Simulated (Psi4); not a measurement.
**P4 (SMILES P12P3P1P23): M06-L/def2-SVPD**

Aim: the vertical singlet–triplet gap of P4 at M06-L/def2-SVPD, from 2 runs. 

The calculation is run with Psi4 1.11.

3 further runs of the same task are left out: 2 that didn't finish, 1 set aside as unsound or not needed.

## (1) The molecule

P4: 4 atoms, total charge 0, spin state singlet. SMILES: `P12P3P1P23`. The shape is that of a PBE0-D4/def2-TZVP optimisation.

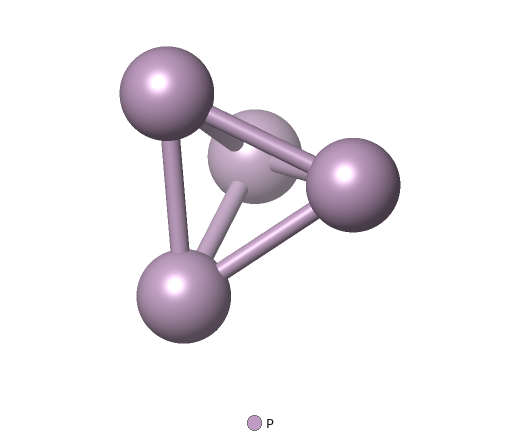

The structure, seen from a chosen angle (phosphorus pink).

## (2) A single-point energy at M06-L/def2-SVPD

job.inp reads:

```
memory 1.6 GB

molecule system {
  0 1
  P     -0.724800    -0.100000     1.119400
  P      1.294900     0.109800     0.315700
  P     -0.185000    -1.091700    -0.749800
  P     -0.385100     1.081900    -0.685200
  symmetry c1
  no_reorient
  no_com
}

set {
  basis def2-SVPD
  puream true
  e_convergence 1e-09
  d_convergence 1e-08
  scf_type pk
  dft_radial_points 99
  dft_spherical_points 590
}

energy_value, wavefunction = energy("m06-l", return_wfn=True)
oeprop(wavefunction, "WIBERG_LOWDIN_INDICES", "MULLIKEN_CHARGES", "MAYER_INDICES", title="M06-L")
```

On the command line:

```
$ psi4 -i job.inp -o job.out -n 1
```

job.out:

```text
[...]
  Running in c1 symmetry.
[...]
  Nuclear repulsion =  327.132424195368571
[...]
  Multiplicity = 1
[...]
  Nalpha       = 30
  Nbeta        = 30
[...]
    Number of basis functions: 96
[...]
   @RKS iter   1: -1364.98553828643412    1.97413e-01   3.69026e-03 ADIIS/DIIS
[...]
   @RKS iter   9: -1365.06628979614902   -6.82121e-13   5.47782e-09 DIIS
[...]
    Orbital Energies [Eh]
    ---------------------
    Doubly Occupied:
       1A    -76.761865     2A    -76.761832     3A    -76.761830
       4A    -76.761827     5A     -6.542937     6A     -6.542848
       7A     -6.542847     8A     -6.542844     9A     -4.656059
      10A     -4.655552    11A     -4.655551    12A     -4.655548
      13A     -4.653245    14A     -4.653243    15A     -4.653215
      16A     -4.653214    17A     -4.653213    18A     -4.653076
      19A     -4.653074    20A     -4.653073    21A     -0.786484
      22A     -0.516155    23A     -0.516146    24A     -0.516141
      25A     -0.335870    26A     -0.284123    27A     -0.284113
      28A     -0.284109    29A     -0.253822    30A     -0.253815
[...]
  @RKS Final Energy: -1365.06628979614902
   => Energetics <=
    Nuclear Repulsion Energy =            327.1324241953685714
    One-Electron Energy =               -2539.5814020427505966
    Two-Electron Energy =                 940.4445008103737109
    DFT Exchange-Correlation Energy =     -93.0618127591406932
    Empirical Dispersion Energy =           0.0000000000000000
    VV10 Nonlocal Energy =                  0.0000000000000000
    Total Energy =                      -1365.0662897961490216
[...]
 Multipole Moments:
 ------------------------------------------------------------------------------------
     Multipole            Electronic (a.u.)      Nuclear  (a.u.)        Total (a.u.)
 ------------------------------------------------------------------------------------
 L = 1.  Multiply by 2.5417464519 to convert [e a0] to [Debye]
 Dipole X            :          0.0000002           -0.0000000            0.0000002
 Dipole Y            :         -0.0000298            0.0000000           -0.0000298
 Dipole Z            :         -0.0028753            0.0028346           -0.0000407
 Magnitude           :                                                    0.0000505
[...]
  Mulliken Charges: (a.u.)
   Center  Symbol    Alpha    Beta     Spin     Total
       1     P     7.49999  7.49999  0.00000  0.00003
       2     P     7.50001  7.50001  0.00000 -0.00002
       3     P     7.50000  7.50000  0.00000  0.00000
       4     P     7.50000  7.50000  0.00000 -0.00001
   Total alpha = 30.00000, Total beta = 30.00000, Total charge = -0.00000
  Mayer Bond Indices:
[...]
```

Run time: 23 s. Hardware: 1 thread of Intel Xeon Platinum 8259CL at 2.50GHz (Skylake/Cascade Lake), shared host; peak memory 0.8 GiB.

## (3) The triplet: energy and forces at UM06-L/def2-SVPD

job.in reads:

```
memory 1.6 GB

molecule molecule1 {
  0 3
  P
  P 1 R2
  P 1 R3 2 A3
  P 3 R4 1 A4 2 D4

  R2 = 2.183836
  R3 = 2.183749
  A3 = 60.00032
  R4 = 2.183747
  A4 = 60.00076
  D4 = -70.53034
  units angstrom
  symmetry c1
  no_reorient
  no_com
}

set globals {
  basis                def2-SVPD
  reference            uks
  puream               true
  e_convergence        1e-09
  d_convergence        1e-08
  scf_type             pk
  dft_radial_points    99
  dft_spherical_points 590
  maxiter              100
}

e, wfn = gradient('m06-l', return_wfn=True)
oeprop(wfn, 'WIBERG_LOWDIN_INDICES', 'DIPOLE', 'LOWDIN_CHARGES', title='M06-L')
```

On the command line:

```
$ psi4 -i job.in -o job.out -n 1
```

job.out, shortened:

```text
[...]
  Running in c1 symmetry.
[...]
  Nuclear repulsion =  327.132413600121595
[...]
  Multiplicity = 3
[...]
  Nalpha       = 31
  Nbeta        = 29
[...]
    Number of basis functions: 96
[...]
   @UKS iter   1: -1364.81283164880824    3.70120e-01   3.36705e-03 ADIIS/DIIS
[...]
   @UKS iter  39: -1364.88457263813189    7.73070e-12   7.24189e-09 DIIS
[...]
   @S^2 Observed:                2.008758785E+00
[...]
  @UKS Final Energy: -1364.88457263813189
   => Energetics <=
    Nuclear Repulsion Energy =            327.1324136001215948
    One-Electron Energy =               -2538.9609658818853859
    Two-Electron Energy =                 940.0202244210623803
    DFT Exchange-Correlation Energy =     -93.0762447774305457
    Empirical Dispersion Energy =           0.0000000000000000
    VV10 Nonlocal Energy =                  0.0000000000000000
    Total Energy =                      -1364.8845726381318855
[...]
  -Total Gradient:
     Atom            X                  Y                   Z
    ------   -----------------  -----------------  -----------------
       1        0.014501333377     0.027496157291     0.037443516848
       2       -0.074633897708     0.010975256986    -0.064284892968
       3       -0.022390243792    -0.033058019275    -0.027719492765
       4        0.082524269336    -0.005418383255     0.054573971657
[...]
 Multipole Moments:
 ------------------------------------------------------------------------------------
     Multipole            Electronic (a.u.)      Nuclear  (a.u.)        Total (a.u.)
 ------------------------------------------------------------------------------------
 L = 1.  Multiply by 2.5417464519 to convert [e a0] to [Debye]
 Dipole X            :          0.0801250           -0.0000000            0.0801250
 Dipole Y            :          0.0569686            0.0000000            0.0569686
 Dipole Z            :         -0.0982547            0.0000000           -0.0982547
 Magnitude           :                                                    0.1389943
[...]
```

It took 2.1 min on 1 thread of Intel Xeon Platinum 8259CL at 2.50GHz (Skylake/Cascade Lake), shared host; peak memory 0.81 GiB.

## (4) Outcome

At M06-L/def2-SVPD:

| quantity | value |
| --- | --- |
| singlet: total energy | -1365.06629 Eh |
| singlet: dipole moment | 0.00 D |
| singlet: HOMO energy | -6.91 eV |
| singlet: LUMO energy | -1.43 eV |
| singlet: HOMO–LUMO gap | 5.48 eV |
| triplet: total energy | -1364.88457 Eh |
| triplet: dipole moment | 0.35 D |
| triplet: HOMO energy (highest over α and β) | -2.11 eV |
| triplet: ⟨S²⟩ | 2.009 |
| triplet: largest force on an atom | 5.097 eV/Å |
| vertical energy of the triplet above the singlet | 4.945 eV |

What this shows: At this shape the triplet lies 4.94 eV (114 kcal/mol) above the singlet.
